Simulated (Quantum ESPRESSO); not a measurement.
# BP (F-43m): modes at Γ and the response to a field, part 2 of 2

Aim: the zone-centre modes of BP (F-43m).

Quantum ESPRESSO 7.5; DFT LDA, scalar-relativistic, plane waves, PseudoDojo norm-conserving pseudopotentials.

So far. Step 2 (A probe with smearing): A gap of 1.3 eV opens on this mesh, so the crystal is taken as an insulator; the start stands at -5.4 GPa. Step 4 (Self-consistent run for the response): The cell stands at -0.01 GPa, close enough for phonons. The relaxed cell has a = 4.487 Å (conventional setting).

### Step 5. Linear response at Γ

At q = 0 one unit cell holds all displacements; symmetry groups them into irreducible representations that are solved one by one. The response to a field gives ε∞ and the Born charges, which polar modes need.

ph.in

```
phonons
 &inputph
    prefix='x',
    outdir='./tmp',
    fildyn='g.dyn',
    tr2_ph=1.0d-18,
    epsil=.true.,
 /
0.000000000000 0.000000000000 0.000000000000
```

The run is started by

```
> OMP_NUM_THREADS=1 mpirun -n 4 ph.x -nk 4 -in ph.in > ph.out
```

What it wrote:

```text
[banners, grids, parts of the stress and lines that vanish by symmetry left out]
[banner, memory and clock lines left out]
Program PHONON v.7.5

     ./tmp/x.save/

     IMPORTANT: XC functional enforced from input :
     Exchange-correlation= PW
                           (   1   4   0   0   0   0   0)
     Any further DFT definition will be discarded
     Please, verify this is what you really want

     G-vector sticks info

     Reading collected, re-writing distributed wavefunctions in ./tmp/

     Number and degeneracy of irreps per q-point
       N         xq(1)         xq(2)         xq(3)   N irreps
       1   0.000000000   0.000000000   0.000000000       2
        3   3

     Calculation of q =    0.0000000   0.0000000   0.0000000

     phonons

     bravais-lattice index     =            0
     lattice parameter (alat)  =       5.9958  a.u.
     unit-cell volume          =     152.4179 (a.u.)^3
     number of atoms/cell      =            2
     number of atomic types    =            2
     kinetic-energy cut-off    =      84.0000  Ry
     charge density cut-off    =     336.0000  Ry
     convergence threshold     =      1.0E-18
     beta                      =       0.7000
     number of iterations used =            4
     Exchange-correlation= PW
                           (   1   4   0   0   0   0   0)

     celldm(1)=    5.99584  celldm(2)=    0.00000  celldm(3)=    0.00000
     celldm(4)=    0.00000  celldm(5)=    0.00000  celldm(6)=    0.00000

     crystal axes: (cart. coord. in units of alat)
               a(1) = ( -0.7071  0.0000  0.7071 )
               a(2) = (  0.0000  0.7071  0.7071 )
               a(3) = ( -0.7071  0.7071  0.0000 )

     reciprocal axes: (cart. coord. in units 2 pi/alat)
               b(1) = ( -0.7071 -0.7071  0.7071 )
               b(2) = (  0.7071  0.7071  0.7071 )
               b(3) = ( -0.7071  0.7071 -0.7071 )

     Atoms inside the unit cell:

     Cartesian axes

     site n.  atom      mass           positions (alat units)
        1  B      10.8100   tau(    1) = (    0.00000    0.00000    0.00000  )
        2  P      30.9738   tau(    2) = (   -0.35355    0.35355    0.35355  )

     Computing dynamical matrix for
                    q = (   0.0000000   0.0000000   0.0000000 )

     25 Sym.Ops. (with q -> -q+G )

     G cutoff =  305.9710  (  15905 G-vectors)     FFT grid: ( 36, 36, 36)
     number of k points=    72
                       cart. coord. in units 2pi/alat
        k(    1) = (   0.0000000   0.0000000   0.0000000), wk =   0.0011574
        k(    2) = (  -0.0589256   0.0589256  -0.0589256), wk =   0.0092593
        k(    3) = (  -0.1178511   0.1178511  -0.1178511), wk =   0.0092593
        [... further k-points left out ...]

     PseudoPot. # 1 for B  read from file:
     ./pseudo/B.upf
     Pseudo is Norm-conserving + core correction, Zval =  3.0
     Using radial grid of 1498 points,  4 beta functions with:
                l(1) =   0
                l(2) =   0
                l(3) =   1
                l(4) =   1

     PseudoPot. # 2 for P  read from file:
     ./pseudo/P.upf
     Pseudo is Norm-conserving + core correction, Zval =  5.0
     Using radial grid of 1298 points,  6 beta functions with:
                l(1) =   0
                l(2) =   0
                l(3) =   1
                l(4) =   1
                l(5) =   2
                l(6) =   2

     Mode symmetry, T_d (-43m)  point group:

     Electric field:
     Dielectric constant
     Born effective charges as d Force / d E

     Atomic displacements:
     There are    2 irreducible representations

     Representation     1      3 modes -  To be done

     Representation     2      3 modes -  To be done

     Alpha used in Ewald sum =   2.8000

     Electric Fields Calculation

      iter #   1   av.it.:   6.8
      thresh= 1.000E-02 alpha_mix =  0.700 |ddv_scf|^2 =  1.155E-07

      iter #   2   av.it.:  11.7
      thresh= 3.399E-05 alpha_mix =  0.700 |ddv_scf|^2 =  2.127E-09

      iter #   3   av.it.:  11.8
      thresh= 4.612E-06 alpha_mix =  0.700 |ddv_scf|^2 =  4.839E-11

      iter #   4   av.it.:  12.0
      thresh= 6.957E-07 alpha_mix =  0.700 |ddv_scf|^2 =  2.365E-13

      iter #   5   av.it.:  11.3
      thresh= 4.864E-08 alpha_mix =  0.700 |ddv_scf|^2 =  1.157E-14

      iter #   6   av.it.:  11.4
      thresh= 1.076E-08 alpha_mix =  0.700 |ddv_scf|^2 =  4.655E-17

      iter #   7   av.it.:  11.6
      thresh= 6.823E-10 alpha_mix =  0.700 |ddv_scf|^2 =  1.034E-18

      iter #   8   av.it.:  11.7
      thresh= 1.017E-10 alpha_mix =  0.700 |ddv_scf|^2 =  2.951E-21

     End of electric fields calculation

          Dielectric constant in cartesian axis

          (       9.159297068      -0.000000000       0.000000000 )
          (      -0.000000000       9.159297068       0.000000000 )
          (      -0.000000000       0.000000000       9.159297068 )

          Effective charges (d Force / dE) in cartesian axis without acoustic sum rule applied (asr)

           atom    1  B     Mean Z*:       -0.64515
      Ex  (       -0.64515       -0.00000       -0.00000 )
      Ey  (       -0.00000       -0.64515        0.00000 )
      Ez  (       -0.00000        0.00000       -0.64515 )
           atom    2  P     Mean Z*:        0.64151
      Ex  (        0.64151       -0.00000       -0.00000 )
      Ey  (       -0.00000        0.64151        0.00000 )
      Ez  (       -0.00000        0.00000        0.64151 )

          Effective charges Sum: Mean:       -0.00364
             -0.00364       -0.00000       -0.00000
             -0.00000       -0.00364        0.00000
             -0.00000        0.00000       -0.00364

          Effective charges (d Force / dE) in cartesian axis with asr applied:
           atom    1  B     Mean Z*:       -0.64333
      E*x (       -0.64333       -0.00000        0.00000 )
      E*y (        0.00000       -0.64333        0.00000 )
      E*z (        0.00000       -0.00000       -0.64333 )
           atom    2  P     Mean Z*:        0.64333
      E*x (        0.64333        0.00000       -0.00000 )
      E*y (       -0.00000        0.64333       -0.00000 )
      E*z (       -0.00000        0.00000        0.64333 )

     Representation #   1 modes #   1   2   3

     Self-consistent Calculation

      iter #   1   av.it.:   6.7
      thresh= 1.000E-02 alpha_mix =  0.700 |ddv_scf|^2 =  4.138E-08

      iter #   2   av.it.:  11.8
      thresh= 2.034E-05 alpha_mix =  0.700 |ddv_scf|^2 =  9.421E-10

      iter #   3   av.it.:  11.8
      thresh= 3.069E-06 alpha_mix =  0.700 |ddv_scf|^2 =  6.042E-11

      iter #   4   av.it.:  11.5
      thresh= 7.773E-07 alpha_mix =  0.700 |ddv_scf|^2 =  1.533E-13

      iter #   5   av.it.:  11.6
      thresh= 3.915E-08 alpha_mix =  0.700 |ddv_scf|^2 =  5.701E-15

      iter #   6   av.it.:  12.0
      thresh= 7.550E-09 alpha_mix =  0.700 |ddv_scf|^2 =  1.402E-17

      iter #   7   av.it.:  11.9
      thresh= 3.745E-10 alpha_mix =  0.700 |ddv_scf|^2 =  5.870E-19

     End of self-consistent calculation

     Convergence has been achieved

     Representation #   2 modes #   4   5   6

     Self-consistent Calculation

      iter #   1   av.it.:   7.0
      thresh= 1.000E-02 alpha_mix =  0.700 |ddv_scf|^2 =  4.173E-08

      iter #   2   av.it.:  12.1
      thresh= 2.043E-05 alpha_mix =  0.700 |ddv_scf|^2 =  1.650E-10

      iter #   3   av.it.:  12.1
      thresh= 1.285E-06 alpha_mix =  0.700 |ddv_scf|^2 =  1.002E-11

      iter #   4   av.it.:  12.1
      thresh= 3.165E-07 alpha_mix =  0.700 |ddv_scf|^2 =  6.760E-14

      iter #   5   av.it.:  12.1
      thresh= 2.600E-08 alpha_mix =  0.700 |ddv_scf|^2 =  1.670E-15

      iter #   6   av.it.:  12.2
      thresh= 4.087E-09 alpha_mix =  0.700 |ddv_scf|^2 =  7.052E-18

      iter #   7   av.it.:  11.9
      thresh= 2.656E-10 alpha_mix =  0.700 |ddv_scf|^2 =  2.753E-19

     End of self-consistent calculation

     Convergence has been achieved

     Number of q in the star =    1
     List of q in the star:
          1   0.000000000   0.000000000   0.000000000

          Dielectric constant in cartesian axis

          (       9.159297068      -0.000000000       0.000000000 )
          (      -0.000000000       9.159297068       0.000000000 )
          (      -0.000000000       0.000000000       9.159297068 )

          Effective charges (d Force / dE) in cartesian axis without acoustic sum rule applied (asr)

           atom    1  B     Mean Z*:       -0.64515
      Ex  (       -0.64515       -0.00000       -0.00000 )
      Ey  (       -0.00000       -0.64515        0.00000 )
      Ez  (       -0.00000        0.00000       -0.64515 )
           atom    2  P     Mean Z*:        0.64151
      Ex  (        0.64151       -0.00000       -0.00000 )
      Ey  (       -0.00000        0.64151        0.00000 )
      Ez  (       -0.00000        0.00000        0.64151 )

          Effective charges Sum: Mean:       -0.00364
             -0.00364       -0.00000       -0.00000
             -0.00000       -0.00364        0.00000
             -0.00000        0.00000       -0.00364

          Effective charges (d Force / dE) in cartesian axis with asr applied:
           atom    1  B     Mean Z*:       -0.64333
      E*x (       -0.64333       -0.00000        0.00000 )
      E*y (        0.00000       -0.64333        0.00000 )
      E*z (        0.00000       -0.00000       -0.64333 )
           atom    2  P     Mean Z*:        0.64333
      E*x (        0.64333        0.00000       -0.00000 )
      E*y (       -0.00000        0.64333       -0.00000 )
      E*z (       -0.00000        0.00000        0.64333 )

     Diagonalizing the dynamical matrix

     q = (    0.000000000   0.000000000   0.000000000 )

 **************************************************************************
     freq (    1) =      -0.015878 [THz] =      -0.529625 [cm-1]
     freq (    2) =      -0.015878 [THz] =      -0.529625 [cm-1]
     freq (    3) =      -0.015878 [THz] =      -0.529625 [cm-1]
     freq (    4) =      24.617863 [THz] =     821.163523 [cm-1]
     freq (    5) =      24.617863 [THz] =     821.163523 [cm-1]
     freq (    6) =      24.617863 [THz] =     821.163523 [cm-1]
 **************************************************************************

     Mode symmetry, T_d (-43m)  point group:

     freq (   1-   3) =         -0.5  [cm-1]   --> T_2  G_15 P_4   I+R
     freq (   4-   6) =        821.2  [cm-1]   --> T_2  G_15 P_4   I+R
```

The job ended after 1.8 min (4 MPI ranks of Arm Neoverse N1, shared host; 7.3 min of CPU time).

This step gave:

- miss of the charge sum rule: 0.003640 e
- largest acoustic frequency at the zone centre before the sum rule: -0.53 cm⁻¹
- highest optical zone-centre mode (no LO-TO term): 821.2 cm⁻¹
- lowest optical zone-centre mode: 821.2 cm⁻¹
- mean high-frequency dielectric constant: 9.159
- largest Born charge in size (third of the trace): 0.6452 e

Born charge (rows field, columns displacement), before the sum rule (e), principal values of the symmetric part by kind of site:

| atom | atoms with these values | low | middle | high | mean |
| --- | --- | --- | --- | --- | --- |
| B1 | 1 | -0.6452 | -0.6452 | -0.6452 | -0.6452 |
| P2 | 1 | 0.6415 | 0.6415 | 0.6415 | 0.6415 |

In full for P2:

```
0.6415 0.0000 0.0000
0.0000 0.6415 0.0000
0.0000 0.0000 0.6415
```

High-frequency dielectric tensor:

```
9.16 0.00 0.00
0.00 9.16 0.00
0.00 0.00 9.16
```

The acoustic modes at Γ come out as far as 0.5 cm⁻¹ from zero, where they should vanish, a small numerical error; the Born charges miss their sum rule by 0.0036 e, which is good.

### Step 6. Modes with the sum rule

A rigid shift of the crystal must cost nothing, but grids and finite bases break this; the acoustic sum rule is imposed before the matrix is diagonalised again. With Born charges the intensities follow, and the static dielectric tensor.

dynmat.in

```
 &input
    fildyn='g.dyn',
    asr='simple',
    fileig='dynmat.eig',
    lperm=.true.,
 /
```

The run is started by

```
> dynmat.x -in dynmat.in > dynmat.out
```

What it wrote:

```text
[banner, memory and clock lines left out]
Program DYNMAT v.7.5

     Reading Dynamical Matrix from file g.dyn
     ...Force constants read
     ...epsilon and Z* read
     A direction for q was not specified:TO-LO splitting will be absent

     Polarizability (A^3 units)
     multiply by 0.268834 for Clausius-Mossotti correction
        14.665007   -0.000000   -0.000000
        -0.000000   14.665007    0.000000
         0.000000    0.000000   14.665007

     IR activities are in (D/A)^2/amu units

# mode   [cm-1]    [THz]      IR
    1     -0.00   -0.0000    0.0000
    2      0.00    0.0000    0.0000
    3      0.00    0.0000    0.0000
    4    821.16   24.6179    1.1916
    5    821.16   24.6179    1.1916
    6    821.16   24.6179    1.1916

Electronic dielectric permittivity tensor (relative, adimensional)
         9.159297   -0.000000   -0.000000
        -0.000000    9.159297    0.000000
         0.000000    0.000000    9.159297

 ... with zone-center polar mode contributions
         9.326166    0.000000    0.000000
         0.000000    9.326166    0.000000
         0.000000    0.000000    9.326166
```

The job ended after 0.5 s (1 thread).

Numbers from this step:

```
mean static dielectric constant : 9.326
```

Unit eigenvectors of the mass-weighted matrix after the sum rule; no LO-TO term. Modes at Γ, with each element's share of the kinetic energy:

```
mode  frequency (cm⁻¹)  symmetry  B %  P %
   1               0.0  acoustic   26   74
   2               0.0  acoustic   26   74
   3               0.0  acoustic   26   74
   4             821.2        T2   74   26
   5             821.2        T2   74   26
   6             821.2        T2   74   26
```

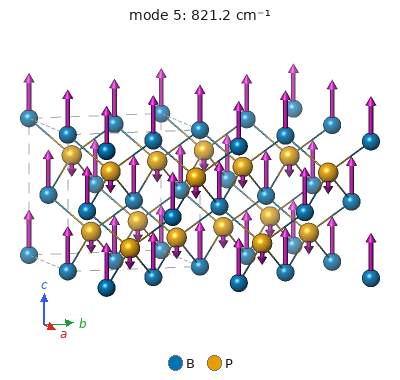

Displacement patterns of mode 5 at Γ; arrows are exaggerated. Bonds to atoms that aren't drawn are left out. 2×2×1 conventional cells are drawn. Some periodic images of atoms are drawn too.

Degenerate modes summed, no LO-TO term. Lines of the infrared spectrum (strongest = 100):

```
position (cm⁻¹)  lines merged  label  IR intensity, relative
            821             3     T2                     100
```

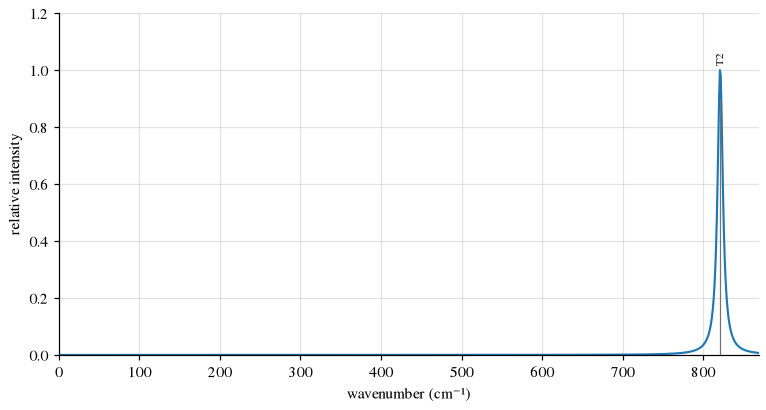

The infrared spectrum, broadened with Lorentzians of width 8 cm⁻¹; bars mark the lines.

Static dielectric tensor (ions relaxed, fixed cell):

```
9.33 0.00 0.00
0.00 9.33 0.00
0.00 0.00 9.33
```

The rule moves no optical mode by more than 0.1 cm⁻¹.

### Step 7. Modes along a direction of q (1 0 0)

A longitudinal polar mode sets up a macroscopic field that stiffens it; the term hangs on the direction from which q goes to zero.

dynmat.in

```
 &input
    fildyn='g.dyn',
    asr='simple',
    fileig='dynmat.eig',
    q(1)=1.0,
    q(2)=0.0,
    q(3)=0.0,
 /
```

The run is started by

```
> dynmat.x -in dynmat.in > dynmat.out
```

What it wrote:

```text
[banner, memory and clock lines left out]
Program DYNMAT v.7.5

     Reading Dynamical Matrix from file g.dyn
     ...Force constants read
     ...epsilon and Z* read

     Polarizability (A^3 units)
     multiply by 0.268834 for Clausius-Mossotti correction
        14.665007   -0.000000   -0.000000
        -0.000000   14.665007    0.000000
         0.000000    0.000000   14.665007

     IR activities are in (D/A)^2/amu units

# mode   [cm-1]    [THz]      IR
    1     -0.00   -0.0000    0.0000
    2     -0.00   -0.0000    0.0000
    3      0.00    0.0000    0.0000
    4    821.16   24.6179    1.1916
    5    821.16   24.6179    1.1916
    6    828.61   24.8411    1.1916
```

Elapsed: 0.48 s, on 1 thread.

This step gave:

| Item | Value |
| --- | --- |
| highest mode moved by the LO-TO term | 828.6 cm⁻¹ |

Zone-centre frequencies as printed; negative means imaginary. Modes:

```
mode  frequency (cm⁻¹)
   1                 0
   2                 0
   3                 0
   4             821.2
   5             821.2
   6             828.6
```

The field moves one mode, from 821 to 829 cm⁻¹; the others stay.

### Step 8. Outcome

```json
{
  "space group after relaxation": "F-43m",
  "volume per atom": "11.3 Å³",
  "gap on the k-mesh": "1.16 eV",
  "highest optical zone-centre mode (no LO-TO term)": "821.2 cm⁻¹",
  "highest mode moved by the LO-TO term": "828.6 cm⁻¹",
  "mean high-frequency dielectric constant": "9.16",
  "largest Born charge in size (third of the trace)": "0.645 e",
  "mean static dielectric constant": "9.33",
  "imaginary optical modes at the zone centre (no q mesh in this session)": "none"
}
```

At the LDA level the optical modes of BP (F-43m) at the zone centre (no LO-TO term) lie at 821 cm⁻¹. Along the directions run, the highest mode that the macroscopic field moves lies at 829 cm⁻¹. Lattice motion raises the mean dielectric constant from 9.159 to 9.326. The Lyddane-Sachs-Teller relation holds: (ωLO/ωTO)² is 1.02 and ε₀/ε∞ is 1.02. These are harmonic frequencies at zero temperature: anharmonic shifts and linewidths and thermal expansion are left out.

Computed beside measured:

| quantity | measured | LDA PseudoDojo norm-conserving, Quantum ESPRESSO |
| --- | --- | --- |
| lattice constant a (Å) | 4.5383 | 4.487 (-1.1 %) |
| Raman mode, TO at Gamma (T2), ambient … (cm⁻¹) | 794 | 821 (+3.4 %) |

Measured values from arxiv:1906.04101 (2019) and arxiv:1505.05714 (2015).

How well it matches: The lattice constant a is off by -1.1 %: fair agreement. The Raman mode is off by +3.4 %: fair agreement. The grades are ours: good and fair within 0.7 and 1.5 % for the lattice constant a and 3 and 7 % for the Raman mode. Zero-point motion and thermal expansion (measured at up to 300 K) are not in the computed lattice constants and Raman mode.

[Host names and launcher messages were left out of these logs when they were recorded.]

[Logs are printed without paths, hosts, clocks, repeated set-up lines and the standing remarks that a program may print on its own settings, such as how far it seeks lower states.]

[Hosts, paths, dates, database ids (printed as entryN), source tags and the programs' standing remarks are cut or masked in the printed files.]
